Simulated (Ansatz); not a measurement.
Input file:

```
crystal:
  periodic: [false, false, false]
  atoms:
    - {symbol: C, position_ang: [-0.604617, -2.493377, 0.966596]}
    - {symbol: C, position_ang: [-0.162180, -1.177622, 0.349205]}
    - {symbol: "N", position_ang: [1.088123, -1.285196, -0.372586]}
    - {symbol: O, position_ang: [2.374191, 1.194346, -0.845383]}
    - {symbol: Si, position_ang: [2.486030, -0.314514, -0.138992]}
    - {symbol: Si, position_ang: [1.391202, 1.906533, -1.974963]}
    - {symbol: H, position_ang: [0.155327, -2.868515, 1.668709]}
    - {symbol: H, position_ang: [-0.752733, -3.262171, 0.190653]}
    - {symbol: H, position_ang: [-1.556690, -2.379892, 1.507802]}
    - {symbol: H, position_ang: [-0.033205, -0.423954, 1.144816]}
    - {symbol: H, position_ang: [-0.967462, -0.783796, -0.300915]}
    - {symbol: H, position_ang: [1.072000, -1.951782, -1.136871]}
    - {symbol: H, position_ang: [3.629992, -1.039165, -0.759807]}
    - {symbol: H, position_ang: [2.680417, -0.071397, 1.316677]}
    - {symbol: H, position_ang: [-0.027817, 1.940420, -1.502290]}
    - {symbol: H, position_ang: [1.864953, 3.301877, -2.194715]}
    - {symbol: H, position_ang: [1.435578, 1.165600, -3.274316]}
basis:
  gaussian: {orbitals: def2-SVPD}
hamiltonian: {xc: {name: PBE0}}
output: {forces: true, orbitals: {seedname: orbitals}}
```

Command:

```sh
ansatz run input.yaml --threads 4 --pin off --max-ram 7830MiB --events-out events.jsonl --progress --plain --runs-dir runs
```

Geometry: PBE0-D3(BJ)/def2-SVP.

These are results of isolated molecule in a Gaussian basis; Kohn-Sham density functional theory, functional PBE0 (Ansatz 0.2.0), not measurements.

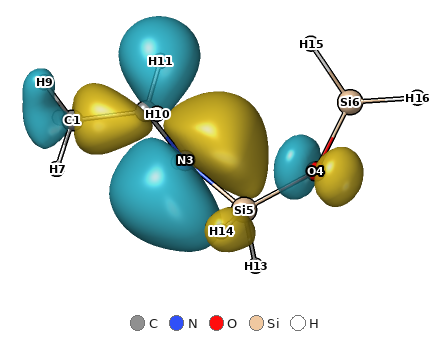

C$_{2}$H$_{11}$NOSi$_{2}$. The HOMO at ±0.08 Å⁻³ᐟ² (yellow and cyan are the two phases), seen across its widest extent.

### Describe this orbital and give its energy.

By Hirshfeld shares it lies mainly on N3 (about 55 %) and C2 (about 10 %). Its energy is −7.10 eV.
